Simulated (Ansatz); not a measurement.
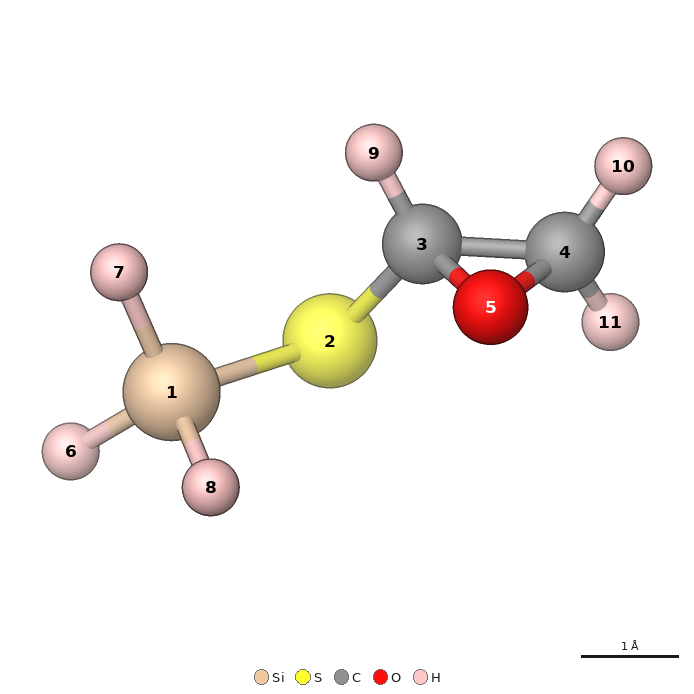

Orthographic view. Distant atoms are faded towards the background colour. Computed geometry: PBE-D4/def2-SVP optimisation. No frequency run is at hand to confirm it as a minimum.

Write a MOL file (V2000) with the atoms in numerical order, bonds sorted by atom number with the orders drawn, and coordinates in the frame of the picture: x right, y up, z towards the viewer, origin at the mean position.

```
C2H6OSSi
                    3D

 11 11  0  0  0  0  0  0  0  0999 V2000
   -1.9700   -0.8700    0.0400 Si  0  0  0  0  0  4  0  0  0  0  0  0
   -0.3400   -0.3400   -1.2700 S   0  0  0  0  0  0  0  0  0  0  0  0
    0.6200    0.6600   -0.0900 C   0  0  2  0  0  0  0  0  0  0  0  0
    2.0900    0.5800   -0.1200 C   0  0  0  0  0  0  0  0  0  0  0  0
    1.3200    0.0100    0.9500 O   0  0  0  0  0  0  0  0  0  0  0  0
   -3.0200   -1.4800   -0.8500 H   0  0  0  0  0  0  0  0  0  0  0  0
   -2.5200    0.3700    0.7000 H   0  0  0  0  0  0  0  0  0  0  0  0
   -1.5700   -1.8500    1.1000 H   0  0  0  0  0  0  0  0  0  0  0  0
    0.1200    1.6100    0.2000 H   0  0  0  0  0  0  0  0  0  0  0  0
    2.7000    1.4700    0.1400 H   0  0  0  0  0  0  0  0  0  0  0  0
    2.5600   -0.1400   -0.8100 H   0  0  0  0  0  0  0  0  0  0  0  0
  1  2  1  0
  1  6  1  0
  1  7  1  0
  1  8  1  0
  2  3  1  0
  3  4  1  0
  3  5  1  0
  3  9  1  0
  4  5  1  0
  4 10  1  0
  4 11  1  0
M  END
```
